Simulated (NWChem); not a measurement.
# SiH4S (sulfanylsilane): levels of theory compared

Wanted: a comparison of 3 runs (SVWN5/pcseg-0, SVWN5/pcseg-1, SVWN5/pcseg-2) of SiH4S (sulfanylsilane). 

Program for the calculation: NWChem 7.3.0.

### 1 Starting point

SiH4S has 6 atoms, charge 0, and is taken as a singlet. As SMILES, `[SiH3]S`. The shape is that of a PBE0-D4/def2-TZVP optimisation.

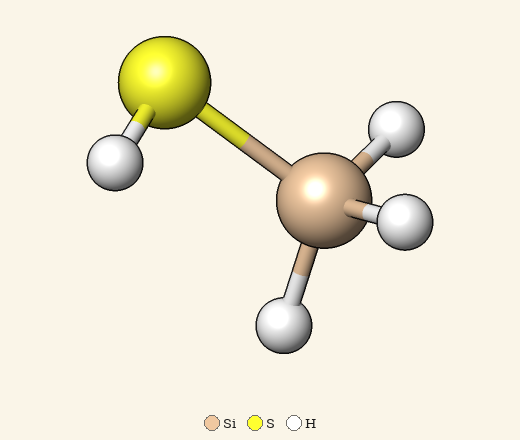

Viewed from a chosen angle; silicon light orange, sulfur yellow, hydrogen white.

### 2 Magnetic shielding at SVWN5/pcseg-0 (run 1)

The input, job.nw:

```
start job
memory 2200 mb

geometry noautosym nocenter noautoz
Si   -0.169800   -0.263400   -0.436000
S     0.907300   -0.012600    1.392800
H    -1.629800   -0.074300   -0.241600
H     0.108600   -1.658300   -0.852500
H     0.299800    0.681200   -1.481100
H     0.526100    1.263300    1.572300
end

basis spherical bse
* library pcseg-0
end

dft
xc slater vwn_5
grid fine
convergence energy 1e-08
maxiter 100
mulliken
print low
end

property
shielding
end

task dft property
```

On the command line:

```
$ nwchem job.nw > job.out
```

The program printed:

```text
[...]
 d= 0,ls=0.0,diis     1   -686.6454310443 -7.76D+02  3.60D-02  4.60D-01     0.3
[...]
 d= 0,ls=0.0,diis    10   -686.6933958086 -1.07D-09  5.50D-07  1.20D-10     1.4
         Total DFT energy =     -686.693395808619
      One electron energy =    -1129.409511314930
           Coulomb energy =      398.858819893850
    Exchange-Corr. energy =      -45.381345511065
 Nuclear repulsion energy =       89.238641123526
[...]
      Total Density - Mulliken Population Analysis
     ---------------------------------------------
    Atom       Charge   Shell Charges
 -----------   ------   -------------------------------------------------------
    1 Si  14    13.80   2.00  1.99  1.01  0.30  5.80  1.08  1.62
    2 S   16    16.41   2.00  2.00  1.12  0.86  5.86  1.66  2.92
    3 H    1     1.00   0.55  0.45
    4 H    1     0.98   0.54  0.43
    5 H    1     1.00   0.55  0.45
    6 H    1     0.81   0.55  0.27
[...]
           isotropic =     422.2317
[...]
           isotropic =     857.0779
[...]
           isotropic =      27.6154
[...]
           isotropic =      27.7513
[...]
           isotropic =      27.6166
[...]
           isotropic =      33.3480
[...]
```

It took 3.6 s on 1 thread of AMD EPYC 7B13 (Zen 3), shared host; peak memory 0.11 GiB.

### 3 Magnetic shielding at SVWN5/pcseg-1 (run 2)

The input, h4ssi.nw:

```
start h4ssi
title "H4SSi"
memory 2200 mb
geometry units angstroms noautosym nocenter noautoz
Si      -0.169800      -0.263400      -0.436000
S        0.907300      -0.012600       1.392800
H       -1.629800      -0.074300      -0.241600
H        0.108600      -1.658300      -0.852500
H        0.299800       0.681200      -1.481100
H        0.526100       1.263300       1.572300
end
basis spherical bse
* library pcseg-1
end
dft
xc slater vwn_5
grid fine
convergence energy 1e-08
iterations 100
mulliken
noprint "final vectors analysis"
end
property
shielding
end
task dft property
```

On the command line:

```
$ nwchem h4ssi.nw > h4ssi.out
```

The program printed:

```text
[...]
          Wavefunction type:  closed shell.
          No. of atoms     :     6
          No. of electrons :    34
[...]
          Charge           :     0
          Spin multiplicity:     1
[...]
          AO basis - number of functions:    56
[...]
              XC Information
              --------------
                        Slater Exchange Functional  1.000 local
                      VWN V Correlation Functional  1.000 local
[...]
 d= 0,ls=0.0,diis     1   -687.4838588706 -7.77D+02  1.54D-02  3.51D-01     0.8
[...]
 d= 0,ls=0.0,diis    10   -687.5143052638 -1.24D-10  2.72D-07  1.52D-10     4.1
         Total DFT energy =     -687.514305263830
      One electron energy =    -1131.184365800735
           Coulomb energy =      399.903333403702
    Exchange-Corr. energy =      -45.471913990323
 Nuclear repulsion energy =       89.238641123526
[...]
      Total Density - Mulliken Population Analysis
     ---------------------------------------------
    Atom       Charge   Shell Charges
 -----------   ------   -------------------------------------------------------
    1 Si  14    13.81   2.00  1.98  1.03  0.31  5.98  2.17  0.19  0.14
    2 S   16    16.29   2.00  1.99  1.24  0.63  5.98  3.29  1.11  0.05
    3 H    1     1.02   0.72  0.29  0.01
    4 H    1     1.02   0.72  0.29  0.01
    5 H    1     1.02   0.72  0.29  0.01
    6 H    1     0.85   0.69  0.14  0.02
[...]
           isotropic =     381.4122
[...]
           isotropic =     786.3908
[...]
           isotropic =      26.1408
[...]
           isotropic =      26.3582
[...]
           isotropic =      26.1411
[...]
           isotropic =      30.9164
[...]
```

Wall time 10 s (1 thread of AMD EPYC 7B13 (Zen 3), shared host); peak memory 0.12 GiB.

### 4 NMR shieldings at SVWN5/pcseg-2 (run 3)

The input, mol.nw:

```
start mol
title "H4SSi"
memory 2200 mb

geometry units angstroms noautosym nocenter noautoz
Si   -0.169800   -0.263400   -0.436000
S     0.907300   -0.012600    1.392800
H    -1.629800   -0.074300   -0.241600
H     0.108600   -1.658300   -0.852500
H     0.299800    0.681200   -1.481100
H     0.526100    1.263300    1.572300
end

basis "ao basis" spherical bse
* library pcseg-2
end

dft
xc slater vwn_5
grid fine
convergence energy 1e-08
maxiter 100
mulliken
noprint "final vectors analysis"
end

property
shielding
end

task dft property
```

On the command line:

```
$ nwchem mol.nw > mol.out
```

The program printed:

```text
[...]
          Wavefunction type:  closed shell.
          No. of atoms     :     6
          No. of electrons :    34
[...]
          Charge           :     0
          Spin multiplicity:     1
[...]
          AO basis - number of functions:   124
[...]
              XC Information
              --------------
                        Slater Exchange Functional  1.000 local
                      VWN V Correlation Functional  1.000 local
[...]
 d= 0,ls=0.0,diis     1   -687.5418071215 -7.77D+02  5.11D-03  1.24D+00     3.0
[...]
 d= 0,ls=0.0,diis     8   -687.5805305338  2.20D-09  3.15D-06  2.21D-07    18.0
         Total DFT energy =     -687.580530533847
      One electron energy =    -1131.358264048647
           Coulomb energy =      400.010354882040
    Exchange-Corr. energy =      -45.471262490766
 Nuclear repulsion energy =       89.238641123526
[...]
      Total Density - Mulliken Population Analysis
     ---------------------------------------------
    Atom       Charge   Shell Charges
 -----------   ------   -------------------------------------------------------
    1 Si  14    13.70   2.01  0.45  1.52  0.86  0.48  5.89  0.67  1.48  0.17  0.01  0.16  0.01
    2 S   16    16.24   2.01  0.38  1.58  1.05  0.83  5.89  0.96  2.42  1.06  0.00  0.05  0.00
    3 H    1     1.05   0.38  0.52  0.13  0.00  0.01  0.00
    4 H    1     1.05   0.38  0.52  0.13  0.00  0.01  0.00
    5 H    1     1.05   0.38  0.52  0.13  0.00  0.01  0.00
    6 H    1     0.90   0.37  0.44  0.04  0.00  0.05  0.00
[...]
           isotropic =     373.9183
[...]
           isotropic =     764.6177
[...]
           isotropic =      25.8205
[...]
           isotropic =      25.9996
[...]
           isotropic =      25.8203
[...]
           isotropic =      30.8753
[...]
```

Run time: 62 s. Hardware: 1 thread of AMD EPYC 7B13 (Zen 3), shared host; peak memory 0.13 GiB.

### 5 All runs side by side

| run | level | energy (Eh) | isotropic shielding of Si1 (ppm) | isotropic shielding of S2 (ppm) | isotropic shielding of H3 (ppm) | wall time |
| --- | --- | --- | --- | --- | --- | --- |
| 1 | SVWN5/pcseg-0 | -686.693396 | 422.2 | 857.1 | 27.6 | 3.6 s |
| 2 | SVWN5/pcseg-1 | -687.514305 | 381.4 | 786.4 | 26.1 | 10 s |
| 3 | SVWN5/pcseg-2 | -687.580531 | 373.9 | 764.6 | 25.8 | 62 s |

### 6 What came out

| quantity | value |
| --- | --- |
| run 3: total energy | -687.58053 Eh |
| run 3: dipole moment | 1.19 D |
| run 3: isotropic shielding of Si1 | 373.9 ppm |
| run 3: isotropic shielding of S2 | 764.6 ppm |
| run 3: isotropic shielding of H3 | 25.8 ppm |

In words: Over the runs the total energy spans 24.140 eV. All runs together took 76 s, the longest 62 s.
